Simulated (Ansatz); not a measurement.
# How fast states decay through CdGeBr6, part 2 of 2

Wanted: the relaxed cell of CdGeBr6, its band edges and its decay constants. It is built by putting Br for F, Ge for Sn in the CdSnF6 structure of space group R-3, with the volume rescaled by atomic radii. The parent structure comes from the Materials Project.

Ansatz 0.2.0; r2SCAN DFT, plane waves, PAW files (the session's first sound run).

So far. Step 2 (Cell and atoms at rest): The largest force component on a free atom ends at 0.0096 eV/Å.

The structure was built from a prototype and need not be the compound's stable phase.

**3. Band edges**

The energy window and the wavevectors of the next steps follow from the band edges, so these are searched first, off the mesh as well.

input.yaml reads:

```yaml
crystal:
  lattice:
    - [3.3078714863, 1.909800493, 5.9934495845]
    - [-3.3078714863, 1.909800493, 5.9934495845]
    - [0.0, -3.8196009861, 5.9934495845]
  atoms:
    - { symbol: Cd, position: [0.5, 0.5, 0.5] }
    - { symbol: Ge, position: [0.0, 0.0, 0.0] }
    - { symbol: Br, position: [0.9288632843, 0.6046466278, 0.2282060536] }
    - { symbol: Br, position: [0.6046466278, 0.2282060536, 0.9288632843] }
    - { symbol: Br, position: [0.7717939464, 0.0711367157, 0.3953533722] }
    - { symbol: Br, position: [0.3953533722, 0.7717939464, 0.0711367157] }
    - { symbol: Br, position: [0.0711367157, 0.3953533722, 0.7717939464] }
    - { symbol: Br, position: [0.2282060536, 0.9288632843, 0.6046466278] }
kpoints:
  mp_grid: { grid: [4, 4, 4] }
  band_path: { path: [VBM, CBM], npoints: 30 }
scf:
  occupations: { method: fixed }
hamiltonian:
  xc: r2scan
output:
  eigenvalues: true
  write_potential: true
  write_density: true
  volumetric_format: npy
```

On the command line:

```console
ansatz run input.yaml --threads 2 --pin off --max-ram 4096MiB --backend cpu --events-out ev --progress --plain --runs-dir out
```

Numbers of over 12 decimals in the logs are rounded to 6 here.

The log of the run:

```text
[...]
Crystal: 8 atoms, lattice volume = 227.177 Å³
Basis set: ecut = 500 eV, 5745 PW (Γ), exchange–correlation on 216×216×216 points (64 copies of the dense FFT grid, shifted against one another)
Bands: 46, of which v1, the nominal top of the filled ones, is band 38 counted from 1 (37 counted from 0)
Symmetry: 6 space group operations
[...]
k-points: 14 of 64
[...]
SCF iter   1: F=—  HF=-29333.149148 eV  |F-HF|=—  |Δ(HF+E_count)|=         —  Δρ=5.20e-3  dr2=6.61e-2  dr2_τ=4.06e-2  ethr=1.77e-3  ⟨swp⟩=5.8  Hψ=2231  notcnv=0  defer=81
[...]
SCF iter   7: F=-29333.178620 eV  HF=-29333.178620 eV  |F-HF|=1.60e-10  |Δ(HF+E_count)|=   3.41e-8  Δρ=2.96e-6  dr2=1.99e-8  dr2_τ=8.52e-10  ethr=1.32e-10  ⟨swp⟩=3.1  Hψ=1334  notcnv=0
SCF 1 converged in 7 iterations: F = -29333.178620 eV  dr2 = 1.99e-8
[...]
NSCF: frozen V_eff on 40 k-points
[...]
SCF converged after 7 iterations
Free energy (F): -29333.178620 eV
[...]
Internal energy: -29333.178620 eV  (E = F + TS)
E sigma→0 (E₀):  -29333.178620 eV
Fermi energy:    3.320079 eV
[...]
--- Band table (eV; the first three rows and the last of 14) ---
  k-point 0: bands = [... 34 lower, 3.0779, 3.1517, 3.1517, 3.3201, 4.2743, 8.3242, 8.4128, 8.4128, ... 4 higher]
  k-point 1: bands = [... 34 lower, 2.8132, 3.0624, 3.1843, 3.2829, 4.6913, 7.1967, 8.6506, 9.0383, ... 4 higher]
  k-point 2: bands = [... 34 lower, 2.6371, 2.8155, 3.1498, 3.1835, 4.7694, 6.6383, 9.0971, 9.5383, ... 4 higher]
  k-point 13: bands = [... 34 lower, 3.0511, 3.0511, 3.0568, 3.0568, 4.8504, 6.8177, 9.4471, 9.4471, ... 4 higher]
```

It took 19 s on 2 threads of AMD EPYC 9R45, shared host; peak memory 1.1 GiB; 37 s of CPU time.

This step gave:

| Item | Value |
| --- | --- |
| Fermi energy | 3.320 eV |
| gap on the k-mesh | 0.9542 eV |
| gap on path | 0.9458 eV, by band count; negative where bands overlap |
| direct gap on path | 0.9542 eV |
| edge places on path | 0, 0.1539 1/A along the path |

Electronic bands along the path, in eV, zero at the Fermi level (highest filled level under fixed occupations); v1 is the highest filled band, c1 the lowest empty one:

```tsv
point	v4	v3	v2	v1	c1	c2	c3	c4
VBM	-0.41	-0.19	-0.12	0.01	1.15	4.40	5.11	5.36
CBM	-0.24	-0.17	-0.17	0.00	0.95	5.00	5.09	5.09
```

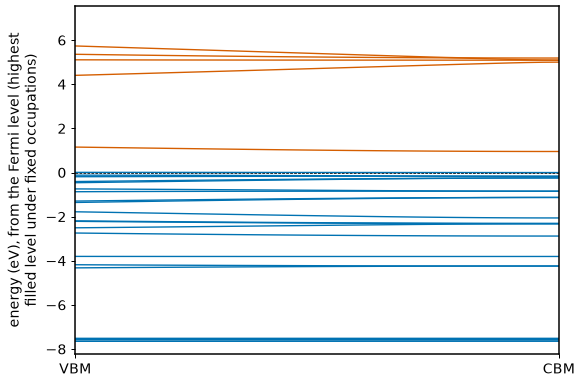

Electronic bands along the path; lines of filled and empty bands in two colours.

The searched edges give 0.946 eV, against 0.954 eV on the mesh.

**4. Complex bands**

This step: r2SCAN DFT, plane waves, PAW files; complex bands by layer matching along the plane's normal (Ansatz 0.2.0).

The same crystal is laid in a cell whose first two vectors span the (001) plane (indices of the standard conventional cell, whose axes can be ordered otherwise than in the bulk input). At fixed energy and wavevector in the plane the solver finds all kz, real and complex. A few wavevectors are listed, (0, 0) and (0.0417, 0.1562) in units of the plane's reciprocal vectors; the slowest state needn't be among them.

input.yaml reads:

```yaml
crystal:
  lattice:
    - [6.615742973, 0.0, 0.0]
    - [3.307871486, 5.729401479, 0.0]
    - [3.307871486, -1.909800493, 5.993449584]
  atoms:
    - { symbol: Cd, position: [0.0, 0.5, 0.5] }
    - { symbol: Ge, position: [0.0, 0.0, 0.0] }
    - { symbol: Br, position: [0.5335099121, 0.3953533722, 0.2382840343] }
    - { symbol: Br, position: [0.8328526814, 0.7717939464, 0.2382840343] }
    - { symbol: Br, position: [0.8429306621, 0.9288632843, 0.7617159657] }
    - { symbol: Br, position: [0.1671473186, 0.2282060536, 0.7617159657] }
    - { symbol: Br, position: [0.4664900879, 0.6046466278, 0.7617159657] }
    - { symbol: Br, position: [0.1570693379, 0.0711367157, 0.2382840343] }
kpoints:
  mp_grid: { grid: [6, 6, 6] }
scf:
  occupations: { method: fixed }
hamiltonian:
  xc: r2scan
output:
  eigenvalues: true
  transmission:
    leads: [[0, 0]]
    kpoints: [[0.0, 0.0], [0.0417, 0.1562]]
    e_range: [-1.0, 1.95]
    de: 0.06
```

The log of the run:

```text
[...]
Crystal: 8 atoms, lattice volume = 227.177 Å³
Basis set: ecut = 500 eV, 5745 PW (Γ), exchange–correlation on 200×200×216 points (64 copies of the dense FFT grid, shifted against one another)
Bands: 46, of which v1, the nominal top of the filled ones, is band 38 counted from 1 (37 counted from 0)
Symmetry: 6 space group operations
[...]
k-points: 40 of 216
[...]
SCF iter   1: F=—  HF=-29333.149472 eV  |F-HF|=—  |Δ(HF+E_count)|=         —  Δρ=5.20e-3  dr2=6.61e-2  dr2_τ=4.06e-2  ethr=1.77e-3  ⟨swp⟩=5.8  Hψ=6391  notcnv=0  defer=237
[...]
SCF iter   7: F=-29333.179350 eV  HF=-29333.179350 eV  |F-HF|=1.60e-9  |Δ(HF+E_count)|=   1.45e-8  Δρ=3.03e-6  dr2=2.95e-8  dr2_τ=7.17e-10  ethr=1.32e-10  ⟨swp⟩=15.0  Hψ=8367  notcnv=0
SCF 1 converged in 7 iterations: F = -29333.179350 eV  dr2 = 2.95e-8
[...]
transmission: 10 of 20 steps passed
transmission: 20 of 20 steps passed
SCF converged after 7 iterations
Free energy (F): -29333.179350 eV
[...]
Internal energy: -29333.179350 eV  (E = F + TS)
E sigma→0 (E₀):  -29333.179350 eV
Fermi energy:    3.319928 eV
[...]
--- Band table (eV; the first three rows and the last of 40) ---
  k-point 0: bands = [... 34 lower, 3.0777, 3.1515, 3.1515, 3.3199, 4.2743, 8.3241, 8.4128, 8.4128, ... 4 higher]
  k-point 1: bands = [... 34 lower, 3.0634, 3.0634, 3.1820, 3.1820, 4.4986, 7.7226, 8.5817, 8.5817, ... 4 higher]
  k-point 2: bands = [... 34 lower, 3.0533, 3.0533, 3.1143, 3.1143, 4.7434, 7.1072, 9.0694, 9.0694, ... 4 higher]
  k-point 39: bands = [... 34 lower, 2.7309, 2.9502, 3.1063, 3.1876, 4.8245, 6.8125, 8.7439, 9.0923, ... 4 higher]
--- Transmission ---
  basis      : 397 plane waves across, 10 finite elements along
  points     : 2, as listed
  energies   : 50 from -1.000000 to 1.940000 eV about the Fermi level, 0.060000 eV apart; the leads are filled to 0.477185 eV, and channels, transmission and decay are at 0.500000 eV
  crystal 0  : Br6Ge1Cd1, at the sites [0, 0], period 5.9934 Å: whole cells are its period
    offset         : up to 0.0000 Å between an atom of the period and one for which it stands
    channels       : 0.000000e0 a spin
    conductance    : none, the energies end too early or step too widely for 300 K: set another output.transmission.e_range or a lower de, or, where they end at an eighth of basis.ecutwfc, a higher one
    slowest decay  : 0.1229 /Å at (0.0000, 0.0000)
```

The job ended after 65 s (2 threads; peak memory 1.9 GiB).

This step gave:

```yaml
free_energy: -29333.1793 eV
gap_on_the_k_mesh: 0.9544 eV
level_to_which_the_leads_are_filled: 0.4772 eV from the Fermi level
decay_constant_at_the_filling_level_zone_centre: 0.1229 Å⁻¹
decay_constant_at_the_filling_level_slowest_listed_point: 0.1229 Å⁻¹
```

K parallel (0, 0); values up to 1.5 1/Å, a degenerate pair printed once or twice; energies at which all values exceed this have no row. Table of Im kz of the slowest decaying states by energy, zero at the highest filled level on the SCF mesh:

```tsv
energy (eV)	decay 1 (Å⁻¹)	decay 2 (Å⁻¹)	decay 3 (Å⁻¹)	decay 4 (Å⁻¹)
-1.000	0.0611	0.260	0.357	0.927
-0.520	0.307	0.367	0.396	0.983
0.020	0.0330	0.192	0.392	0.863
0.500	0.123	0.299	0.393	0.967
0.980	0.348	0.376	1.01	1.13
1.520	0.352	0.380	1.02	1.08
```

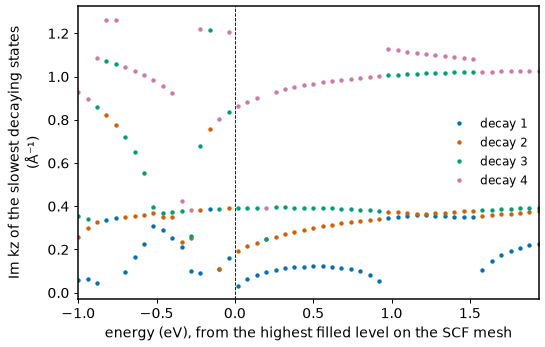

Im kz of the slowest decaying states against energy.

K parallel (0, 0). Re kz of states that move upwards against energy, zero at the highest filled level on the SCF mesh:

```tsv
energy (eV)	channel 1 (Å⁻¹)	channel 2 (Å⁻¹)	channel 3 (Å⁻¹)	channel 4 = channel 5 (Å⁻¹)
-1.0000	-0.468	-0.468	-0.328	-
-0.7600	-0.290	-0.290	-0.264	0.125
-0.5200	-0.203	-	-	-
-0.2200	-0.375	-0.375	-0.119	-
0.0200	-	-	-	-
0.2600	-	-	-	-
0.5000	-	-	-	-
0.7400	-	-	-	-
0.9800	0.0480	-	-	-
1.2200	0.200	-	-	-
1.5200	0.474	-	-	-
1.7600	-	-	-	-
```

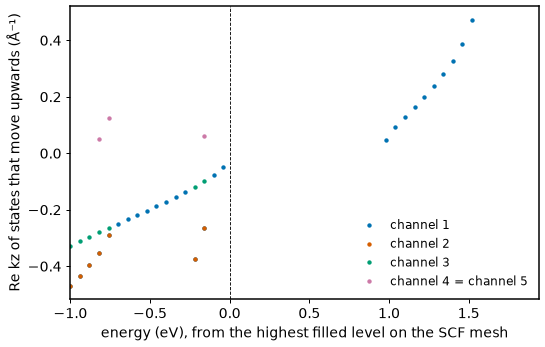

Re kz of states that move upwards, plotted against energy.

K parallel (0.0417, 0.1562); values up to 1.5 1/Å, a degenerate pair printed once or twice; energies at which all values exceed this have no row. The Im kz of the slowest decaying states by energy, zero at the highest filled level on the SCF mesh:

```tsv
energy (eV)	decay 1 (Å⁻¹)	decay 2 (Å⁻¹)	decay 3 (Å⁻¹)	decay 4 (Å⁻¹)
-1.0000	0.0793	0.0949	0.170	0.408
-0.7600	0.0307	0.125	0.127	0.246
-0.5200	0.107	0.113	0.146	0.194
-0.2200	0.0595	0.0628	0.378	0.378
0.0200	0.0374	0.173	0.174	0.202
0.2600	0.137	0.255	0.257	0.260
0.5000	0.165	0.297	0.297	0.297
0.7400	0.168	0.324	0.324	0.326
0.9800	0.137	0.343	0.343	0.347
1.2200	0.358	0.359	0.361	0.364
1.5200	0.370	0.372	0.373	0.374
1.7600	0.191	0.371	0.384	0.385
```

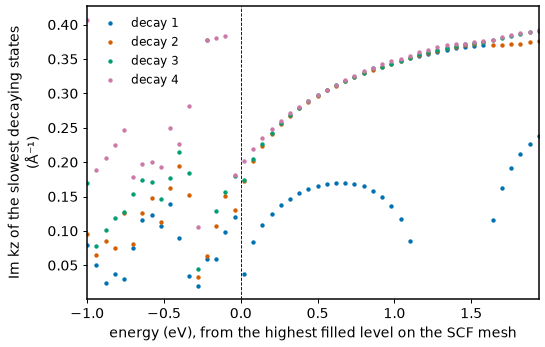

Im kz of the slowest decaying states against energy.

K parallel (0.0417, 0.1562). Table of Re kz of states that move upwards by energy, zero at the highest filled level on the SCF mesh:

```tsv
energy (eV)	channel 1 (Å⁻¹)	channel 2 (Å⁻¹)	channel 3 (Å⁻¹)
-1.000	-0.273	-0.0957	0.507
-0.820	-0.428	-0.307	-
-0.580	-0.235	-	-
-0.400	-0.182	0.0642	-
-0.220	-0.442	-0.329	-0.0983
0.020	-	-	-
0.200	-	-	-
0.380	-	-	-
0.620	-	-	-
0.800	-	-	-
0.980	-	-	-
1.220	0.109	-	-
1.400	0.260	-	-
1.580	0.478	-	-
1.820	-	-	-
```

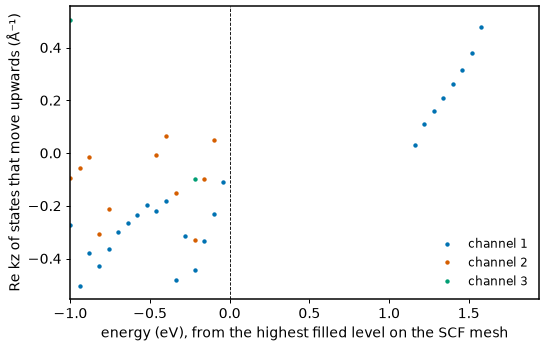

Re kz of states that move upwards, plotted against energy.

At the listed wavevectors the last open channel is at -0.04 eV and the next at +0.98 eV on the grid. At +0.50 eV, the grid energy nearest the filling level (the middle of the gap on the SCF mesh), the slowest state at the listed wavevectors decays with κ = 0.123 Å⁻¹, its amplitude falling by e over 8.1 Å. Through 1 nm of this crystal that state's transmission falls by exp(−2 × 0.123 Å⁻¹ × 10 Å) = 0.086.

**5. Decay over the two-dimensional zone**

The listed points could miss the slowest state, so one energy near mid-gap is solved on a mesh of 8×8.

input.yaml, as its differences from that of step 4:

```diff
@@ -22,6 +22,2 @@
   eigenvalues: true
-  transmission:
-    leads: [[0, 0]]
-    kpoints: [[0.0, 0.0], [0.0417, 0.1562]]
-    e_range: [-1.0, 1.95]
-    de: 0.06
+  transmission: { leads: [[0, 0]], kmesh: [8, 8], e_range: [0.47, 0.48], de: 0.05 }
```

The log of the run:

```text
[...]
Crystal: 8 atoms, lattice volume = 227.177 Å³
Basis set: ecut = 500 eV, 5745 PW (Γ), exchange–correlation on 200×200×216 points (64 copies of the dense FFT grid, shifted against one another)
Bands: 46, of which v1, the nominal top of the filled ones, is band 38 counted from 1 (37 counted from 0)
Symmetry: 6 space group operations
[...]
k-points: 40 of 216
[...]
SCF iter   1: F=—  HF=-29333.149472 eV  |F-HF|=—  |Δ(HF+E_count)|=         —  Δρ=5.20e-3  dr2=6.61e-2  dr2_τ=4.06e-2  ethr=1.77e-3  ⟨swp⟩=5.8  Hψ=6391  notcnv=0  defer=237
[...]
SCF iter   7: F=-29333.179350 eV  HF=-29333.179350 eV  |F-HF|=1.60e-9  |Δ(HF+E_count)|=   1.45e-8  Δρ=3.03e-6  dr2=2.95e-8  dr2_τ=7.17e-10  ethr=1.32e-10  ⟨swp⟩=15.0  Hψ=8367  notcnv=0
SCF 1 converged in 7 iterations: F = -29333.179350 eV  dr2 = 2.95e-8
[...]
transmission: 36 of 108 steps passed
transmission: 72 of 108 steps passed
transmission: 108 of 108 steps passed
SCF converged after 7 iterations
Free energy (F): -29333.179350 eV
[...]
Internal energy: -29333.179350 eV  (E = F + TS)
E sigma→0 (E₀):  -29333.179350 eV
Fermi energy:    3.319928 eV
[...]
--- Band table (eV; the first three rows and the last of 40) ---
  k-point 0: bands = [... 34 lower, 3.0777, 3.1515, 3.1515, 3.3199, 4.2743, 8.3241, 8.4128, 8.4128, ... 4 higher]
  k-point 1: bands = [... 34 lower, 3.0634, 3.0634, 3.1820, 3.1820, 4.4986, 7.7226, 8.5817, 8.5817, ... 4 higher]
  k-point 2: bands = [... 34 lower, 3.0533, 3.0533, 3.1143, 3.1143, 4.7434, 7.1072, 9.0694, 9.0694, ... 4 higher]
  k-point 39: bands = [... 34 lower, 2.7309, 2.9502, 3.1063, 3.1876, 4.8245, 6.8125, 8.7439, 9.0923, ... 4 higher]
--- Transmission ---
  basis      : 397 plane waves across, 9 finite elements along
  points     : 12, standing for a mesh of 8 x 8
  energies   : 1 from 0.470000 to 0.470000 eV about the Fermi level; the leads are filled to 0.477185 eV, and channels, transmission and decay are at 0.470000 eV
  crystal 0  : Br6Ge1Cd1, at the sites [0, 0], period 5.9934 Å: whole cells are its period
[...]
channels       : 0.000000e0 a spin
    conductance    : none, crystal 0 has no channel at the energies, or these end too early or step too widely for 300 K: set another output.transmission.e_range or a lower de, or, where they end at an eighth of basis.ecutwfc, a higher one
    slowest decay  : 0.1223 /Å at (0.0000, 0.0000)
```

Elapsed: 38 s, on 2 threads; peak memory 2.4 GiB; 76 s of CPU time.

Numbers from this step:

| Property | Result |
| --- | --- |
| least decay constant on the mesh | 0.1223 Å⁻¹ |

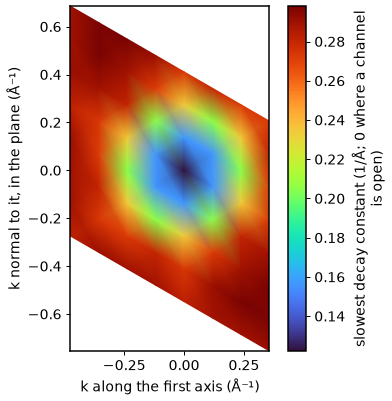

Slowest decay constant (1/Å; 0 where a channel is open) over k1 and k2. At 0.4700 eV from the Fermi level.

The least value on the mesh is 0.122 Å⁻¹ at +0.47 eV. At that energy the listed points give about 0.122 Å⁻¹ by interpolation, so the mesh holds no clearly slower state.

**6. Band edges at another level**

This step: r2SCAN DFT, plane waves, JTH PAW files (Ansatz 0.2.0).

The edges again with JTH files, at the same atoms.

input.yaml reads:

```yaml
crystal:
  lattice:
    - [3.3078714863, 1.909800493, 5.9934495845]
    - [-3.3078714863, 1.909800493, 5.9934495845]
    - [0.0, -3.8196009861, 5.9934495845]
  atoms:
    - { symbol: Cd, position: [0.5, 0.5, 0.5] }
    - { symbol: Ge, position: [0.0, 0.0, 0.0] }
    - { symbol: Br, position: [0.9288632843, 0.6046466278, 0.2282060536] }
    - { symbol: Br, position: [0.6046466278, 0.2282060536, 0.9288632843] }
    - { symbol: Br, position: [0.7717939464, 0.0711367157, 0.3953533722] }
    - { symbol: Br, position: [0.3953533722, 0.7717939464, 0.0711367157] }
    - { symbol: Br, position: [0.0711367157, 0.3953533722, 0.7717939464] }
    - { symbol: Br, position: [0.2282060536, 0.9288632843, 0.6046466278] }
kpoints:
  mp_grid: { grid: [4, 4, 4] }
  band_path: { path: [VBM, CBM], npoints: 30 }
scf:
  occupations: { method: fixed }
hamiltonian:
  xc: r2scan
  pseudopotentials: { kind: paw, source: jth }
output:
  eigenvalues: true
```

The log of the run:

```text
Error: no pseudopotential record for Cd at <dir> Nothing was run.
  By this build's list the table `kind: paw`, `source: jth` of `hamiltonian.pseudopotentials` has no Cd in this build's library.
Fix: take Cd from another table that serves this run, or name a record of your own for Cd alone.
  `kind`, and `accuracy` or `source` (`level` with this project's own files alone, `core` of norm-conserving files with no table named), under `hamiltonian.pseudopotentials` apply to every element of the deck. For PBE this build's library has files of Cd, which may not all serve this run, under
    kind: paw      source: ansatz, or accuracy: standard or stringent (the limits of `source: ansatz`: that key's Limitations)
    kind: nc       source: ansatz or spms, or accuracy: standard or stringent
  To change Cd alone, name a record of the deck's `kind` under `hamiltonian.pseudopotentials.azcp`, as `Cd: <path>` (`python -m ansatz.pseudopotential add <file.upf> <file.azcp>` makes one from a UPF file).
  `python` is the interpreter of the environment that holds the engine's wheel, or a checkout's `.venv/bin/python`.
```

Elapsed: 0.03 s, on 2 threads; peak memory 0.093 GiB.

The program refused the input before any cycle.

The program's message: “Error: no pseudopotential record for Cd at <dir> Nothing was run.”

**7. Outcome**

| Quantity | Value |
| --- | --- |
| band gap | 0.946 eV |
| least decay constant at mid-gap, normal to (001) | 0.123 Å⁻¹ |
| least decay constant on a mesh, normal to (001) | 0.122 Å⁻¹ |

With r2SCAN, the slowest decay at the wavevectors tried is κ = 0.123 Å⁻¹, normal to (001). Through such a film the transmission near mid-gap falls as exp(−2κd), a factor of ten every 9.4 Å. A free electron under a barrier of half the gap would need a mass of 0.12 mₑ to decay at this rate. The compound is made up by substitution; its stability against other phases and against distortions of the cell's symmetry was not tested. r2SCAN still narrows gaps, if less than LDA and GGA do, so real decay constants are likely larger.

[Logs are printed without paths, hosts, clocks, repeated set-up lines and the standing remarks that a program may print on its own settings, such as how far it seeks lower states.]

[Hosts, paths, dates, database ids (printed as entryN), source tags and the programs' standing remarks are cut or masked in the printed files.]

[New means built here by substitution; the compound itself may be known and measured.]
